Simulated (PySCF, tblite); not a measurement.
# C3H3F3O: dynamics, then NMR shifts and electronic excitations on frames, part 2 of 2

tblite 0.8.0 and PySCF 2.14.0. Atoms count from 0. Earlier steps stand in the parts before.

**8. TDDFT and polarisability: 625 fs, PBE0/def2-SVPD**

What the job is given:

```
{"job": {"kind": "uv", "xc": "PBE0", "basis": "def2-SVPD", "nstates": 5, "ntriplets": 0}, "charge": 0, "multiplicity": 1}
C     -1.463700    -0.683500    -0.424400
C     -0.796400     0.450700    -0.427200
O      0.670000     0.609400    -0.245800
C      1.234200    -0.337300     0.494100
F      2.452400     0.075400     0.866200
F      0.651800    -0.628800     1.696500
F      1.463500    -1.505400    -0.133200
H     -0.982900    -1.680900    -0.337700
H     -2.471000    -0.909100    -0.651100
H     -1.237900     1.434900    -0.550000
```

Level: TDDFT PBE0/def2-SVPD, vertical, gas phase, core orbitals frozen in the response.

What it wrote:

```text
coarse grid: 9464 points
cycle   1  E = -489.7584112608  dE =  1.090e+00  |g| = 9.681e-01  |ddm| = 4.234e+00
cycle   2  E = -489.5948998645  dE =  1.635e-01  |g| = 1.415e+00  |ddm| = 1.980e+00
cycle   3  E = -489.9269912017  dE = -3.321e-01  |g| = 6.426e-02  |ddm| = 1.178e+00
cycle   4  E = -489.9273405443  dE = -3.493e-04  |g| = 5.152e-02  |ddm| = 1.240e-01
cycle   5  E = -489.9278922159  dE = -5.517e-04  |g| = 1.181e-02  |ddm| = 6.158e-02
cycle   6  E = -489.9279217866  dE = -2.957e-05  |g| = 3.285e-03  |ddm| = 1.674e-02
cycle   7  E = -489.9279243465  dE = -2.560e-06  |g| = 5.059e-04  |ddm| = 3.932e-03
final grid: 95760 points
cycle   8  E = -490.0006611497  dE = -3.534e-05  |g| = 9.657e-03  |ddm| = 8.823e-02
cycle   9  E = -490.0006418436  dE =  1.931e-05  |g| = 1.420e-02  |ddm| = 2.257e-02
cycle  10  E = -490.0006788828  dE = -3.704e-05  |g| = 1.126e-03  |ddm| = 1.337e-02
cycle  11  E = -490.0006791306  dE = -2.479e-07  |g| = 3.382e-04  |ddm| = 1.454e-03
cycle  12  E = -490.0006791503  dE = -1.961e-08  |g| = 1.098e-04  |ddm| = 4.232e-04
cycle  13  E = -490.0006791530  dE = -2.692e-09  |g| = 3.222e-05  |ddm| = 1.501e-04
cycle  14  E = -490.0006791532  dE = -2.289e-10  |g| = 1.133e-05  |ddm| = 4.621e-05
converged SCF energy = -490.0006791532

Static polarisability (au): isotropic 44.413, principal 35.502 44.102 53.634

Singlet excitations
state   eV       nm        f      main configurations
  1   7.4276    166.9   0.21581   H->L 0.89
  2   7.8366    158.2   0.02514   H->L+1 0.62, H->L+2 0.23
  3   8.0921    153.2   0.01874   H->L+2 0.41, H->L+1 0.33, H->L+3 0.21
  4   8.5283    145.4   0.00061   H-1->L 0.44, H->L+3 0.30, H-2->L 0.12
  5   8.6231    143.8   0.00637   H->L+3 0.32, H-1->L 0.28, H->L+2 0.22
```

Wall time 16 s (1 thread of Intel Xeon Platinum 8488C, shared host); peak memory 0.73 GiB.

In short: HOMO -8.52 eV, LUMO -0.64 eV; lowest singlet 7.43 eV.

**9. Nuclear shieldings: 800 fs, PBE0/pcSseg-1**

What the job is given:

```
{"job": {"kind": "nmr", "xc": "PBE0", "basis": "pcSseg-1", "pop": false}, "charge": 0, "multiplicity": 1}
C     -1.664700    -0.460700    -0.128800
C     -0.928100     0.577300    -0.462800
O      0.374600     0.900200     0.005000
C      1.070200     0.222500     0.908500
F      2.316900     0.705900     0.852900
F      0.531900     0.218600     2.112800
F      1.141800    -1.072600     0.645300
H     -1.306700    -1.128900     0.544600
H     -2.550900    -0.646700    -0.729200
H     -1.247900     1.184200    -1.277500
```

With the program's defaults for keys left out, this is: GIAO PBE0/pcSseg-1 NMR shielding, non-relativistic, gas phase.

What it wrote:

```text
coarse grid: 9464 points
cycle   1  E = -490.0636932574  dE =  1.340e+00  |g| = 1.006e+00  |ddm| = 2.749e+00
cycle   2  E = -489.9304039345  dE =  1.333e-01  |g| = 1.398e+00  |ddm| = 1.072e+00
cycle   3  E = -490.2342348482  dE = -3.038e-01  |g| = 7.298e-02  |ddm| = 6.337e-01
cycle   4  E = -490.2346563498  dE = -4.215e-04  |g| = 5.701e-02  |ddm| = 8.159e-02
cycle   5  E = -490.2352529461  dE = -5.966e-04  |g| = 1.134e-02  |ddm| = 3.875e-02
cycle   6  E = -490.2352779647  dE = -2.502e-05  |g| = 3.665e-03  |ddm| = 9.185e-03
cycle   7  E = -490.2352809343  dE = -2.970e-06  |g| = 6.977e-04  |ddm| = 2.710e-03
final grid: 95760 points
cycle   8  E = -490.3048971138  dE = -3.480e-05  |g| = 9.473e-03  |ddm| = 1.871e-02
cycle   9  E = -490.3048806138  dE =  1.650e-05  |g| = 1.363e-02  |ddm| = 1.216e-02
cycle  10  E = -490.3049129806  dE = -3.237e-05  |g| = 1.354e-03  |ddm| = 7.746e-03
cycle  11  E = -490.3049133673  dE = -3.867e-07  |g| = 3.026e-04  |ddm| = 1.063e-03
cycle  12  E = -490.3049133822  dE = -1.492e-08  |g| = 1.143e-04  |ddm| = 2.297e-04
cycle  13  E = -490.3049133850  dE = -2.805e-09  |g| = 2.997e-05  |ddm| = 8.733e-05
cycle  14  E = -490.3049133852  dE = -1.663e-10  |g| = 8.793e-06  |ddm| = 2.141e-05
converged SCF energy = -490.3049133852

GIAO shielding tensors (ppm)
atom      isotropic    diamagn.    paramagn.     s11        s22        s33       span
  0 C       79.351     259.146    -179.795    -38.087    105.880    170.260    208.348
  1 C       28.704     250.660    -221.956    -87.953     81.289     92.776    180.729
  2 O      165.456     398.748    -233.291    123.952    170.199    202.218     78.266
  3 C       59.126     240.097    -180.971     54.635     56.907     65.836     11.201
  4 F      240.032     469.903    -229.871    176.661    182.649    360.786    184.124
  5 F      251.412     472.308    -220.896    181.404    229.132    343.699    162.296
  6 F      252.363     475.527    -223.163    173.700    236.266    347.123    173.423
  7 H       27.440      34.618      -7.178     23.831     25.861     32.628      8.797
  8 H       26.247      29.137      -2.890     24.242     25.625     28.875      4.633
  9 H       25.211      29.959      -4.747     22.158     25.298     28.179      6.021
```

It took 9.7 s on 1 thread of Intel Xeon Platinum 8488C, shared host; peak memory 0.66 GiB.

This run: δ C1 158.2, C3 127.8, C0 107.6, O2 170.6, H9 6.51, H8 5.47 ppm.

**10. Ultraviolet spectrum: 800 fs, PBE0/def2-SVPD**

The job, as its differences from that of step 9:

```diff
@@ -1,2 +1,2 @@
-{"job": {"kind": "nmr", "xc": "PBE0", "basis": "pcSseg-1", "pop": false}, "charge": 0, "multiplicity": 1}
+{"job": {"kind": "uv", "xc": "PBE0", "basis": "def2-SVPD", "nstates": 5, "ntriplets": 0}, "charge": 0, "multiplicity": 1}
 C     -1.664700    -0.460700    -0.128800
```

Method: TDDFT PBE0/def2-SVPD, vertical, gas phase, core orbitals frozen in the response.

What it wrote:

```text
coarse grid: 9464 points
cycle   1  E = -489.7725044687  dE =  1.295e+00  |g| = 9.522e-01  |ddm| = 4.256e+00
cycle   2  E = -489.6500476685  dE =  1.225e-01  |g| = 1.309e+00  |ddm| = 2.005e+00
cycle   3  E = -489.9339499657  dE = -2.839e-01  |g| = 7.004e-02  |ddm| = 1.158e+00
cycle   4  E = -489.9344183850  dE = -4.684e-04  |g| = 5.178e-02  |ddm| = 1.188e-01
cycle   5  E = -489.9349405346  dE = -5.221e-04  |g| = 1.071e-02  |ddm| = 5.709e-02
cycle   6  E = -489.9349640410  dE = -2.351e-05  |g| = 3.409e-03  |ddm| = 1.547e-02
cycle   7  E = -489.9349667222  dE = -2.681e-06  |g| = 6.176e-04  |ddm| = 3.938e-03
final grid: 95760 points
cycle   8  E = -490.0049057187  dE = -3.200e-05  |g| = 8.690e-03  |ddm| = 7.833e-02
cycle   9  E = -490.0048916026  dE =  1.412e-05  |g| = 1.240e-02  |ddm| = 2.177e-02
cycle  10  E = -490.0049200601  dE = -2.846e-05  |g| = 1.258e-03  |ddm| = 1.240e-02
cycle  11  E = -490.0049204066  dE = -3.465e-07  |g| = 2.749e-04  |ddm| = 1.540e-03
cycle  12  E = -490.0049204202  dE = -1.363e-08  |g| = 9.914e-05  |ddm| = 3.490e-04
cycle  13  E = -490.0049204224  dE = -2.167e-09  |g| = 2.771e-05  |ddm| = 1.400e-04
cycle  14  E = -490.0049204226  dE = -1.563e-10  |g| = 8.678e-06  |ddm| = 3.652e-05
converged SCF energy = -490.0049204226

Static polarisability (au): isotropic 43.506, principal 34.664 41.922 53.930

Singlet excitations
state   eV       nm        f      main configurations
  1   7.4324    166.8   0.25181   H->L 0.88
  2   7.5302    164.6   0.05931   H->L+1 0.88
  3   8.3427    148.6   0.00333   H->L+2 0.88
  4   8.4602    146.5   0.00560   H->L+3 0.84, H->L+4 0.09
  5   8.8399    140.3   0.00347   H->L+4 0.59, H-1->L 0.20
```

It took 16 s on 1 thread of Intel Xeon Platinum 8488C, shared host; peak memory 0.73 GiB.

Key values: HOMO -8.09 eV, LUMO -0.26 eV; lowest singlet 7.43 eV.

**11. Nuclear shieldings: 1000 fs, PBE0/pcSseg-1**

What the job is given:

```
{"job": {"kind": "nmr", "xc": "PBE0", "basis": "pcSseg-1", "pop": false}, "charge": 0, "multiplicity": 1}
C     -1.836500    -0.405900    -0.132900
C     -1.206700     0.676400    -0.501500
O     -0.111300     1.365800     0.230900
C      0.457800     0.671100     1.154800
F      1.469700     1.358800     1.744500
F     -0.284800     0.279600     2.166100
F      1.076300    -0.417800     0.746300
H     -1.355000    -0.987400     0.679600
H     -2.685200    -0.907300    -0.568000
H     -1.363100     1.336300    -1.368900
```

With the program's defaults for keys left out, this is: GIAO PBE0/pcSseg-1 NMR shielding, non-relativistic, gas phase.

What it wrote:

```text
coarse grid: 9464 points
cycle   1  E = -490.0592238665  dE =  1.302e+00  |g| = 1.004e+00  |ddm| = 2.736e+00
cycle   2  E = -489.9227631305  dE =  1.365e-01  |g| = 1.407e+00  |ddm| = 1.071e+00
cycle   3  E = -490.2258993151  dE = -3.031e-01  |g| = 7.523e-02  |ddm| = 6.365e-01
cycle   4  E = -490.2264367829  dE = -5.375e-04  |g| = 5.600e-02  |ddm| = 8.290e-02
cycle   5  E = -490.2270398126  dE = -6.030e-04  |g| = 1.131e-02  |ddm| = 3.815e-02
cycle   6  E = -490.2270651463  dE = -2.533e-05  |g| = 3.893e-03  |ddm| = 9.422e-03
cycle   7  E = -490.2270683287  dE = -3.182e-06  |g| = 7.597e-04  |ddm| = 2.724e-03
final grid: 95760 points
cycle   8  E = -490.2979296967  dE = -3.001e-05  |g| = 9.853e-03  |ddm| = 1.804e-02
cycle   9  E = -490.2979092831  dE =  2.041e-05  |g| = 1.472e-02  |ddm| = 1.299e-02
cycle  10  E = -490.2979468521  dE = -3.757e-05  |g| = 1.096e-03  |ddm| = 8.122e-03
cycle  11  E = -490.2979470788  dE = -2.267e-07  |g| = 2.804e-04  |ddm| = 8.230e-04
cycle  12  E = -490.2979470906  dE = -1.176e-08  |g| = 1.103e-04  |ddm| = 2.073e-04
cycle  13  E = -490.2979470933  dE = -2.686e-09  |g| = 3.052e-05  |ddm| = 8.753e-05
cycle  14  E = -490.2979470935  dE = -1.933e-10  |g| = 8.789e-06  |ddm| = 2.309e-05
converged SCF energy = -490.2979470935

GIAO shielding tensors (ppm)
atom      isotropic    diamagn.    paramagn.     s11        s22        s33       span
  0 C       79.784     258.774    -178.990    -24.109     90.588    172.873    196.982
  1 C       28.000     249.159    -221.159    -65.290     67.341     81.948    147.238
  2 O      163.387     397.933    -234.545    103.745    188.087    198.330     94.585
  3 C       60.769     236.925    -176.156     53.645     56.619     72.042     18.397
  4 F      226.713     470.553    -243.840    146.307    162.691    371.141    224.834
  5 F      249.856     472.425    -222.569    183.001    237.347    329.221    146.220
  6 F      249.033     476.733    -227.700    183.350    214.627    349.122    165.771
  7 H       25.512      31.083      -5.571     22.072     24.429     30.035      7.963
  8 H       25.681      28.752      -3.071     24.692     25.130     27.222      2.530
  9 H       24.790      28.177      -3.387     21.247     25.968     27.155      5.909
```

Wall time 11 s (1 thread of Intel Xeon Platinum 8488C, shared host); peak memory 0.67 GiB.

Key values: δ C1 158.9, C3 126.2, C0 107.1, O2 172.7, H9 6.93, H7 6.21 ppm.

**12. Excited states and response: 1000 fs, PBE0/def2-SVPD**

The job, as its differences from that of step 11:

```diff
@@ -1,2 +1,2 @@
-{"job": {"kind": "nmr", "xc": "PBE0", "basis": "pcSseg-1", "pop": false}, "charge": 0, "multiplicity": 1}
+{"job": {"kind": "uv", "xc": "PBE0", "basis": "def2-SVPD", "nstates": 5, "ntriplets": 0}, "charge": 0, "multiplicity": 1}
 C     -1.836500    -0.405900    -0.132900
```

Method: TDDFT PBE0/def2-SVPD, vertical, gas phase, core orbitals frozen in the response.

What it wrote:

```text
coarse grid: 9464 points
cycle   1  E = -489.7682685877  dE =  1.257e+00  |g| = 9.486e-01  |ddm| = 4.368e+00
cycle   2  E = -489.6422111898  dE =  1.261e-01  |g| = 1.317e+00  |ddm| = 2.005e+00
cycle   3  E = -489.9253850518  dE = -2.832e-01  |g| = 7.417e-02  |ddm| = 1.194e+00
cycle   4  E = -489.9260287882  dE = -6.437e-04  |g| = 5.086e-02  |ddm| = 1.410e-01
cycle   5  E = -489.9265480568  dE = -5.193e-04  |g| = 1.061e-02  |ddm| = 6.151e-02
cycle   6  E = -489.9265713716  dE = -2.331e-05  |g| = 3.698e-03  |ddm| = 1.899e-02
cycle   7  E = -489.9265744028  dE = -3.031e-06  |g| = 7.299e-04  |ddm| = 4.430e-03
final grid: 95760 points
cycle   8  E = -489.9980915390  dE = -2.554e-05  |g| = 9.297e-03  |ddm| = 7.508e-02
cycle   9  E = -489.9980726671  dE =  1.887e-05  |g| = 1.381e-02  |ddm| = 2.613e-02
cycle  10  E = -489.9981077553  dE = -3.509e-05  |g| = 1.051e-03  |ddm| = 1.562e-02
cycle  11  E = -489.9981079734  dE = -2.181e-07  |g| = 2.458e-04  |ddm| = 1.413e-03
cycle  12  E = -489.9981079833  dE = -9.889e-09  |g| = 9.620e-05  |ddm| = 3.434e-04
cycle  13  E = -489.9981079853  dE = -2.092e-09  |g| = 2.931e-05  |ddm| = 1.518e-04
cycle  14  E = -489.9981079855  dE = -1.866e-10  |g| = 8.332e-06  |ddm| = 4.181e-05
converged SCF energy = -489.9981079855

Static polarisability (au): isotropic 43.717, principal 34.274 43.461 53.417

Singlet excitations
state   eV       nm        f      main configurations
  1   7.2377    171.3   0.13121   H->L 0.79
  2   7.9446    156.1   0.07242   H->L+1 0.82, H->L 0.08
  3   8.2160    150.9   0.04340   H->L+3 0.41, H->L+2 0.36, H->L+1 0.09
  4   8.5846    144.4   0.00783   H->L+2 0.44, H->L+3 0.43
  5   8.7186    142.2   0.01830   H-1->L 0.80, H->L+2 0.09
```

It took 17 s on 1 thread of Intel Xeon Platinum 8488C, shared host; peak memory 0.73 GiB.

Key values: HOMO -8.53 eV, LUMO -0.63 eV; lowest singlet 7.24 eV.

**13. Comparing the runs: NMR shifts**

Shifts (ppm) of some atoms, chosen among heavy atoms and hydrogens apart, with basis size and wall time:

```
  frame     C0    H7    H8     O2     F6     F5     F4  functions   time
 250 fs  122.4  6.15  5.86  171.2  -38.5  -42.4  -75.7        134  9.9 s
 425 fs  105.1  4.41  4.57  187.3  -94.3  -70.7  -47.9        134   11 s
 625 fs  110.7  5.89  5.72  181.7  -57.4  -58.1  -59.1        134   10 s
 800 fs  107.6  4.28  5.47  170.6  -81.4  -80.5  -69.1        134  9.7 s
1000 fs  107.1  6.21  6.04  172.7  -78.1  -78.9  -55.8        134   11 s
```

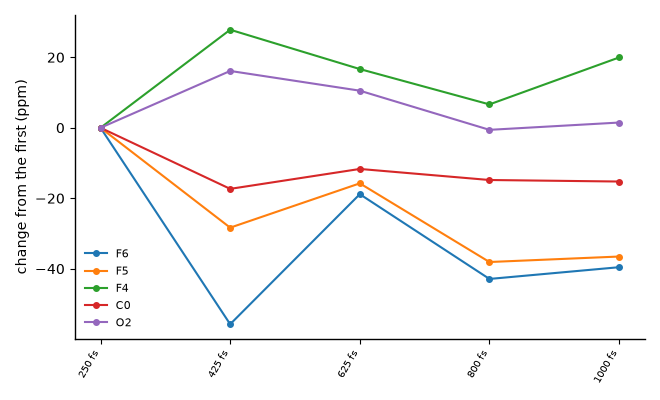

How five of the tabulated atoms move from run to run.

**14. Side by side: electronic excitations**

Excitations and ground-state properties, with basis size and wall time:

```csv
frame,lowest singlet (eV),brightest (eV),f,gap (eV),α (Å³),μ (D),functions,time
250 fs,7.16,7.16,0.221,7.60,6.59,2.95,176,16 s
425 fs,7.07,7.07,0.244,7.43,6.56,2.45,176,16 s
625 fs,7.43,7.43,0.216,7.88,6.58,3.07,176,16 s
800 fs,7.43,7.43,0.252,7.83,6.45,2.22,176,16 s
1000 fs,7.24,7.24,0.131,7.91,6.48,3.19,176,17 s
```

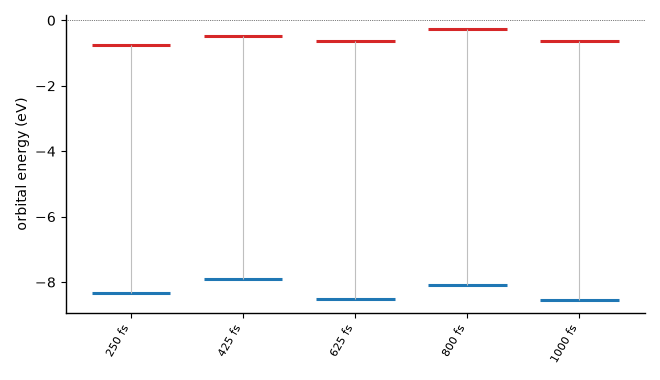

HOMO (blue) and LUMO (red) run by run.

**15. Summary of results**

This closing draws on all 2 parts.

| quantity | value |
| --- | --- |
| thermostat | 400 K |
| mean temperature, second half | 392 K |
| mean potential energy above the minimum | 0.35 eV |
| ¹³C shifts against TMS (PBE0/pcSseg-1, 250 fs) | 158.3, 133.8, 122.4 ppm |
| ¹H shifts against TMS (PBE0/pcSseg-1, 250 fs) | 6.44, 6.15, 5.86 ppm |
| ¹⁷O shifts against H2O (PBE0/pcSseg-1, 250 fs) | 171.2 ppm |
| ¹⁹F shifts against CFCl3 (PBE0/pcSseg-1, 250 fs) | -38.5, -42.4, -75.7 ppm |
| lowest singlet (PBE0/def2-SVPD, 250 fs) | 7.16 eV (173 nm), f = 0.221 |
| range of the shift of F6 | -94.3 to -38.5 ppm |
| range of the lowest singlet | 7.07 to 7.43 eV |

**Reading.** In the second half the potential energy averages 0.35 eV above the minimum; equipartition over 24 harmonic modes at 400 K would give 0.41 eV. With 10 atoms the temperature swings widely (160 to 645 K). Shifts at one fixed geometry are not the observed spectrum, which averages over the motion. In the first frame run (250 fs): The first singlet state (HOMO→LUMO 0.91) lies at 7.16 eV and is bright. Across the 5 runs the shift of F6 moves most, between -94.3 (425 fs) and -38.5 ppm (250 fs). The lowest singlet runs from 7.07 eV (425 fs) to 7.43 eV (800 fs), while the orbital gap spans 7.43 to 7.91 eV. The lowest state need not be the same one in every run.
